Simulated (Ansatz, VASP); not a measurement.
# SrTiO3 (Tausonite) in two plane-wave programs

One calculation is typed for both programs; each brings its own data sets and cutoff. How far apart do they land?

Program: Ansatz 0.2.0. Level of theory: plane waves, with VASP 6.6.1 beside it; single point at PBEsol, DFT+U. Results are calculated unless marked as measured.

## Step 1: Set-up

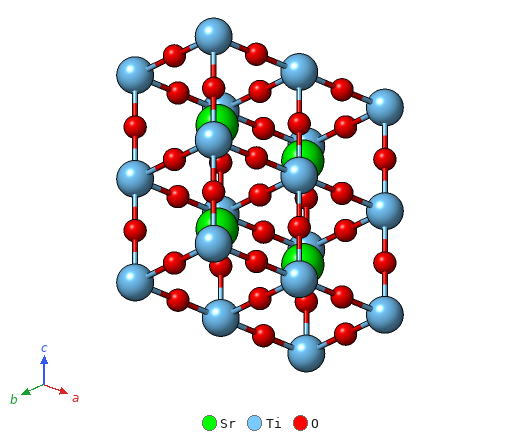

The cell as given, from a free direction (strontium green, titanium blue, oxygen red). 2×1×2 cells are drawn. Some periodic images of atoms are drawn too.

Coordinates:

```cif
data_structure
_symmetry_space_group_name_H-M 'Pm-3m'
_symmetry_Int_Tables_number 221
_cell_length_a 3.9053
_cell_length_b 3.9053
_cell_length_c 3.9053
_cell_angle_alpha 90.000
_cell_angle_beta 90.000
_cell_angle_gamma 90.000
_cell_volume 59.56
loop_
_atom_site_label
_atom_site_type_symbol
_atom_site_symmetry_multiplicity
_atom_site_Wyckoff_symbol
_atom_site_fract_x
_atom_site_fract_y
_atom_site_fract_z
_atom_site_occupancy
Sr1 Sr 1 b 0.50000 0.50000 0.50000 1
Ti1 Ti 1 a 0.00000 0.00000 0.00000 1
O1 O 3 d 0.00000 0.00000 0.50000 1
```

## Step 2: VASP: single point, PBEsol, DFT+U

A single point gives forces, pressure and levels at one fixed geometry, so differences don't come from the geometry; what else differs is listed under the comparison.

Lines of VASP's logs that name or quote its potential files are left out, and so is its time.

INCAR

```
SYSTEM = SrTiO3
PREC = Accurate
ENCUT = 520
EDIFF = 1E-05
NELM = 100
ISMEAR = 0
SIGMA = 0.05
LREAL = .FALSE.
ALGO = Normal
GGA = PS
NBANDS = 28
ISPIN = 2
MAGMOM = 0 1 0 0 0
LDAU = .TRUE.
LDAUTYPE = 2
LDAUL = -1 2 -1
LDAUU = 0 4 0
LDAUJ = 0 0 0
LDAUPRINT = 1
LASPH = .TRUE.
LMAXMIX = 4
LORBIT = 11
LWAVE = .FALSE.
LCHARG = .FALSE.
KPAR = 4
```

POSCAR

```
SrTiO3
1.0
    3.9052800000      0.0000000000      0.0000000000
    0.0000000000      3.9052800000      0.0000000000
    0.0000000000      0.0000000000      3.9052800000
Sr Ti O
1 1 3
Direct
    0.5000000000      0.5000000000      0.5000000000
    0.0000000000      0.0000000000      0.0000000000
    0.0000000000      0.0000000000      0.5000000000
    0.0000000000      0.5000000000      0.0000000000
    0.5000000000      0.0000000000      0.0000000000
```

KPOINTS

```
Automatic mesh
0
Gamma
6 6 6
0 0 0
```

Potentials, in the order of the species: Sr_sv, Ti_sv and O (PBE family, release 64).

Launch:

```console
$ mpirun -np 4 vasp_std
```

Numbers of over 12 decimals in the logs are rounded to 6 here.

Output:

```text
[banner, memory and clock lines left out]
running    4 mpi-ranks, on    1 nodes
 distrk:  each k-point on    1 cores,    4 groups
 distr:  one band on    1 cores,    1 groups

 POSCAR found type information on POSCAR SrTiO
 POSCAR found :  3 types and       5 ions
|                                                                             |
|               ----> ADVICE to this user running VASP <----                  |
|                                                                             |
|     You enforced a specific xc type in the INCAR file but a different       |
|     [... a line on the potential file left out ...]
|     I HOPE YOU KNOW WHAT YOU ARE DOING!                                     |
|                                                                             |

 LDA part: xc-table for (Slater+PW92), standard interpolation
 POSCAR, INCAR and KPOINTS ok, starting setup
 FFT: planning ... GRIDC
 FFT: planning ... GRID_SOFT
 FFT: planning ... GRID
 WAVECAR not read
 entering main loop
       N       E                     dE             d eps       ncg     rms          rms(c)
DAV:   1     0.421554080695E+03    0.42155E+03   -0.20533E+04  2240   0.153E+03
DAV:   2    -0.582119387613E+01   -0.42738E+03   -0.40781E+03  2524   0.432E+02
DAV:   3    -0.471416946020E+02   -0.41321E+02   -0.40962E+02  2624   0.134E+02
DAV:   4    -0.495994931671E+02   -0.24578E+01   -0.24520E+01  3816   0.275E+01
DAV:   5    -0.496391783109E+02   -0.39685E-01   -0.39655E-01  2968   0.313E+00    0.277E+01
DAV:   6    -0.390717486970E+02    0.10567E+02   -0.50055E+01  3244   0.647E+01    0.155E+01
DAV:   7    -0.392817822926E+02   -0.21003E+00   -0.55208E+00  2844   0.137E+01    0.106E+01
DAV:   8    -0.393019365826E+02   -0.20154E-01   -0.14954E+00  2748   0.103E+01    0.343E+00
DAV:   9    -0.392602580551E+02    0.41679E-01   -0.19684E-01  2784   0.414E+00    0.993E-01
DAV:  10    -0.392528590428E+02    0.73990E-02   -0.49331E-02  3016   0.162E+00    0.646E-01
DAV:  11    -0.392543565521E+02   -0.14975E-02   -0.88357E-03  3040   0.865E-01    0.195E-01
DAV:  12    -0.392540992652E+02    0.25729E-03   -0.11774E-03  2688   0.272E-01    0.899E-02
DAV:  13    -0.392540826356E+02    0.16630E-04   -0.28935E-04  3104   0.142E-01    0.471E-02
DAV:  14    -0.392540935601E+02   -0.10925E-04   -0.40071E-05  2624   0.468E-02    0.173E-02
DAV:  15    -0.392540939454E+02   -0.38532E-06   -0.30348E-06  1408   0.142E-02
   1 F= -.39254094E+02 E0= -.39254094E+02  d E =-.751856E-11  mag=     0.0000
```

OUTCAR, selected parts (step 2):

```text
ion  position               nearest neighbor table
   1  0.500  0.500  0.500-   3 2.76   4 2.76   5 2.76   4 2.76   5 2.76   3 2.76   5 2.76   5 2.76
                             3 2.76   4 2.76   4 2.76   3 2.76   2 3.38   2 3.38   2 3.38   2 3.38
   2  0.000  0.000  0.000-   3 1.95   4 1.95   5 1.95   3 1.95   4 1.95   5 1.95   1 3.38   1 3.38
                             1 3.38   1 3.38   1 3.38   1 3.38   1 3.38   1 3.38
   3  0.000  0.000  0.500-   2 1.95   2 1.95   1 2.76   1 2.76   1 2.76   1 2.76
   4  0.000  0.500  0.000-   2 1.95   2 1.95   1 2.76   1 2.76   1 2.76   1 2.76
   5  0.500  0.000  0.000-   2 1.95   2 1.95   1 2.76   1 2.76   1 2.76   1 2.76

  LATTYP: Found a simple cubic cell.
 ALAT       =     3.9052800000

 Subroutine GETGRP returns: Found 48 space group operations
 (whereof 48 operations were pure point group operations)

The static configuration has the point symmetry O_h .

 Found     20 irreducible k-points:

   k-points           NKPTS =     20   k-points in BZ     NKDIM =     20   number of bands    NBANDS=     28

   dimension x,y,z NGX =    30 NGY =   30 NGZ =   30
   dimension x,y,z NGXF=    60 NGYF=   60 NGZF=   60

   ENCUT  =  520.0 eV  38.22 Ry    6.18 a.u.   7.26  7.26  7.26*2*pi/ulx,y,z

   NELECT =      40.0000    total number of electrons

 k-points in reciprocal lattice and weights: Automatic mesh
   0.00000000  0.00000000  0.00000000       0.005
   0.16666667  0.00000000  0.00000000       0.028
   0.33333333  0.00000000  0.00000000       0.028
   0.50000000  0.00000000  0.00000000       0.014
   0.16666667  0.16666667  0.00000000       0.056
   0.33333333  0.16666667  0.00000000       0.111
   0.50000000  0.16666667  0.00000000       0.056
   0.33333333  0.33333333  0.00000000       0.056
   0.50000000  0.33333333  0.00000000       0.056
[...]
0.50000000  0.50000000  0.33333333       0.028
   0.50000000  0.50000000  0.50000000       0.005

atom =   2  type =  2  l = 2

 onsite density matrix

spin component  1

  0.1054  0.0000  0.0000 -0.0000 -0.0000
  0.0000  0.1054  0.0000 -0.0000 -0.0000
  0.0000  0.0000  0.2558 -0.0000 -0.0000
 -0.0000 -0.0000 -0.0000  0.1054 -0.0000
 -0.0000 -0.0000 -0.0000 -0.0000  0.2558

spin component  2

 occupancies and eigenvectors

  o =  0.1054  v =  0.0000  0.0000  0.0000  0.0000  0.0000  1.0000  0.0000  0.0000  0.0000  0.0000      0.0000  0.0000  0.0000  0.0000  0.0000  0.0000  0.0000  0.0000  0.0000  0.0000
  o =  0.1054  v =  0.0000  0.0000  0.0000  0.0000  0.0000  0.0000  0.4600 -0.0000 -0.8879 -0.0000      0.0000  0.0000  0.0000  0.0000  0.0000  0.0000  0.0000  0.0000  0.0000  0.0000
  o =  0.1054  v =  0.0000  0.0000  0.0000  0.0000  0.0000  0.0000  0.8879 -0.0000  0.4600  0.0000      0.0000  0.0000  0.0000  0.0000  0.0000  0.0000  0.0000  0.0000  0.0000  0.0000
  o =  0.1054  v =  1.0000  0.0000  0.0000  0.0000  0.0000  0.0000  0.0000  0.0000  0.0000  0.0000      0.0000  0.0000  0.0000  0.0000  0.0000  0.0000  0.0000  0.0000  0.0000  0.0000
  o =  0.1054  v =  0.0000  0.8315 -0.0000 -0.5556  0.0000  0.0000  0.0000  0.0000  0.0000  0.0000      0.0000  0.0000  0.0000  0.0000  0.0000  0.0000  0.0000  0.0000  0.0000  0.0000
  o =  0.1054  v =  0.0000  0.5556  0.0000  0.8315  0.0000  0.0000  0.0000  0.0000  0.0000  0.0000      0.0000  0.0000  0.0000  0.0000  0.0000  0.0000  0.0000  0.0000  0.0000  0.0000
  o =  0.2558  v =  0.0000 -0.0000 -0.0260 -0.0000  0.9997  0.0000  0.0000  0.0000  0.0000  0.0000      0.0000  0.0000  0.0000  0.0000  0.0000  0.0000  0.0000  0.0000  0.0000  0.0000
  o =  0.2558  v =  0.0000 -0.0000  0.9997 -0.0000  0.0260  0.0000  0.0000  0.0000  0.0000  0.0000      0.0000  0.0000  0.0000  0.0000  0.0000  0.0000  0.0000  0.0000  0.0000  0.0000
  o =  0.2558  v =  0.0000  0.0000  0.0000  0.0000  0.0000  0.0000 -0.0000 -0.0360 -0.0000  0.9994      0.0000  0.0000  0.0000  0.0000  0.0000  0.0000  0.0000  0.0000  0.0000  0.0000
  o =  0.2558  v =  0.0000  0.0000  0.0000  0.0000  0.0000  0.0000 -0.0000  0.9994 -0.0000  0.0360      0.0000  0.0000  0.0000  0.0000  0.0000  0.0000  0.0000  0.0000  0.0000  0.0000

 average (electrostatic) potential at core
       1 -34.1865       2 -77.2134       3 -69.3263       4 -69.3263       5 -69.3263

 E-fermi :   4.3695

 spin component 1
 k-point     1 :       0.0000    0.0000    0.0000
  band No.  band energies     occupation
    ...
     16       2.9577      1.00000
     17       2.9577      1.00000
     18       3.7379      1.00000
     19       3.7379      1.00000
     20       3.7379      1.00000
     21       6.4761      0.00000
     22       6.4761      0.00000
     23       6.4761      0.00000
     24       8.5174      0.00000
     25       8.5174      0.00000
    ...

 k-point     2 :       0.1667    0.0000    0.0000
  band No.  band energies     occupation
    ...
     16       2.6463      1.00000
     17       2.7146      1.00000
     18       2.9972      1.00000
     19       3.5942      1.00000
     20       3.5942      1.00000
     21       6.5265      0.00000
     22       7.0264      0.00000
     23       7.0264      0.00000
     24       8.5246      0.00000
     25       9.2250      0.00000
    ...

 k-point     3 :       0.3333    0.0000    0.0000
  band No.  band energies     occupation
    ...
     16       2.1098      1.00000
     17       2.1098      1.00000
     18       2.2937      1.00000
     19       3.4141      1.00000
     20       3.4141      1.00000
     21       6.6322      0.00000
     22       7.9684      0.00000
     23       7.9684      0.00000
     24       8.5323      0.00000
     25      10.2269      0.00000
    ...

 k-point     4 :       0.5000    0.0000    0.0000
  band No.  band energies     occupation
    ...
     16       1.8683      1.00000
     17       1.8683      1.00000
     18       2.1071      1.00000
     19       3.3433      1.00000
     20       3.3433      1.00000
     21       6.6878      0.00000
     22       8.4084      0.00000
     23       8.4085      0.00000
     24       8.5351      0.00000
     25      10.6481      0.00000
    ...

 k-point     5 :       0.1667    0.1667    0.0000
  band No.  band energies     occupation
    ...
     16       2.4118      1.00000
     17       2.7980      1.00000
     18       2.9396      1.00000
     19       3.2990      1.00000
     20       3.3805      1.00000
     21       6.9974      0.00000
     22       7.1212      0.00000
     23       7.3114      0.00000
     24       8.8694      0.00000
     25       9.6569      0.00000
    ...

 k-point     6 :       0.3333    0.1667    0.0000
  band No.  band energies     occupation
    ...
     16       1.9547      1.00000
     17       2.2313      1.00000
     18       2.8877      1.00000
     19       3.1162      1.00000
     20       3.1678      1.00000
     21       7.1277      0.00000
     22       7.9839      0.00000
     23       8.0319      0.00000
     24       8.9806      0.00000
     25      10.6259      0.00000
    ...

  Total        0.9744364      0.9744364      0.9744364     -0.0000000      0.0000000     -0.0000000
  in kB       26.2124463     26.2124463     26.2124463     -0.0000000      0.0000000     -0.0000000
  external PRESSURE =      26.2124463 kB  Pullay stress =       0.0000000 kB

  energy-cutoff  :      520.00
  volume of cell :       59.56
      direct lattice vectors                 reciprocal lattice vectors
     3.905280000  0.000000000  0.000000000     0.256063586  0.000000000  0.000000000
     0.000000000  3.905280000  0.000000000     0.000000000  0.256063586  0.000000000
     0.000000000  0.000000000  3.905280000     0.000000000  0.000000000  0.256063586

 POSITION                                       TOTAL-FORCE (eV/Angst)
 -----------------------------------------------------------------------------------
      1.95264      1.95264      1.95264         0.000000      0.000000      0.000000
      0.00000      0.00000      0.00000         0.000000      0.000000      0.000000
      0.00000      0.00000      1.95264         0.000000      0.000000      0.000000
      0.00000      1.95264      0.00000         0.000000      0.000000      0.000000
      1.95264      0.00000      0.00000         0.000000      0.000000      0.000000
 -----------------------------------------------------------------------------------
    total drift:                                0.000000     -0.000000      0.000000

  FREE ENERGIE OF THE ION-ELECTRON SYSTEM (eV)
  ---------------------------------------------------
  free  energy   TOTEN  =       -39.2540939454 eV

  energy  without entropy=      -39.2540939454  energy(sigma->0) =      -39.25409395

 total charge
# of ion       s       p       d       tot
------------------------------------------
    1        1.998   5.761   0.208   7.967
    2        2.243   6.342   1.626  10.211
    3        1.558   3.491   0.000   5.049
    4        1.558   3.491   0.000   5.049
    5        1.558   3.491   0.000   5.049
--------------------------------------------------
tot          8.915  22.576   1.834  33.325

 magnetization (x)
# of ion       s       p       d       tot
------------------------------------------
    1       -0.000  -0.000  -0.000  -0.000
    2       -0.000  -0.000  -0.000  -0.000
    3       -0.000   0.000   0.000   0.000
    4       -0.000   0.000   0.000   0.000
    5       -0.000   0.000   0.000   0.000
--------------------------------------------------
tot         -0.000   0.000  -0.000  -0.000

[... 6 further parts left out ...]
```

The run ends at a pressure of 2.62 GPa.

(Continued in part 2 of 2.)

[Lines on the potential files, build, host, timing and source positions are cut from VASP's logs without a mark.]

[Logs are printed without paths, hosts, clocks, repeated set-up lines and the standing remarks that a program may print on its own settings, such as how far it seeks lower states.]

[Hosts, paths, dates, database ids (printed as entryN), source tags and the programs' standing remarks are cut or masked in the printed files.]
